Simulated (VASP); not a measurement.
Band structure of NaH (relaxed from the rock salt structure, space group Fm-3m). Computed with PBEsol GGA, VASP's PBE PAW potentials (set 64) (plane waves; VASP).

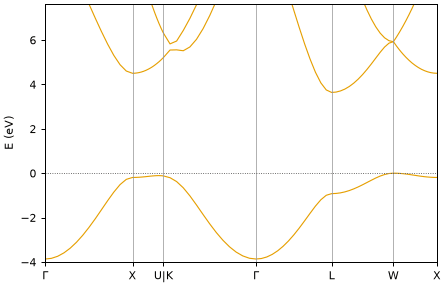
Figure: Bands along high-symmetry lines, zero at the valence-band maximum or, without a gap, the Fermi level

Q: Read the plot: is there a gap, and where are the band edges?

A: The gap is indirect, 3.64 eV, from the valence maximum at W to the conduction minimum at L. (Edges off the drawn lines would not show.)

The structure was generated: NaH was put into the rock salt type (Fm-3m), which need not be its known phase. It was relaxed first, which changed the volume by +40 %.
